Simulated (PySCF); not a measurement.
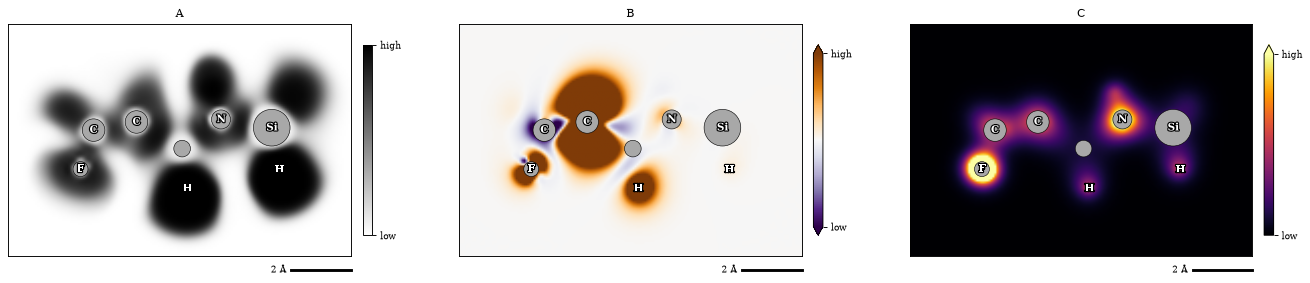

C$_{3}$H$_{9}$FNSi$_{2}$ (doublet): 3 fields on the plane of atoms F1, C2 and C4, with unlabelled colour scales. Grey discs cover the atomic cores.

Geometry: GFN2-xTB.

All numbers below come from UKS B3LYP, pcH-1 on C F H N Si, non-relativistic, mean-field spin-orbit, GIAO (PySCF 2.14.0, density-fitted response routines).

```xyz
16

F     3.3698    0.8499    0.1652
C     2.7470   -0.3752    0.2335
C     2.1036   -0.9325   -1.0029
C     1.2924   -0.4439    0.1247
Si   -0.1256    0.6977    0.4410
N    -1.5036   -0.1406   -0.1933
Si   -3.1518    0.3856   -0.1854
H     3.3135   -1.0194    0.8979
H     2.2109   -1.9962   -1.1771
H     2.1082   -0.3501   -1.9166
H    -0.0539    1.9836   -0.2634
H    -0.1879    0.9098    1.8925
H    -1.3742   -1.1297   -0.3344
H    -3.8552   -0.5016   -1.1125
H    -3.1534    1.7760   -0.6307
H    -3.7471    0.2956    1.1538
```

### The panels show electron density, electron localisation function and spin density in some order. Assign them.

Panel A: electron localisation function. Panel B: spin density (confined to the atoms that carry the unpaired spin). Panel C: electron density. From the grid: C–F (1.38 Å): ρ is about 2 e/Å³ halfway; the ELF peaks at about 0.80 between the atoms: a polar covalent bond. C–C (1.46 Å): the density is about 1.6 e/Å³ at the midpoint; the ELF peaks at about 0.80 between the atoms; localised, covalent bonding.
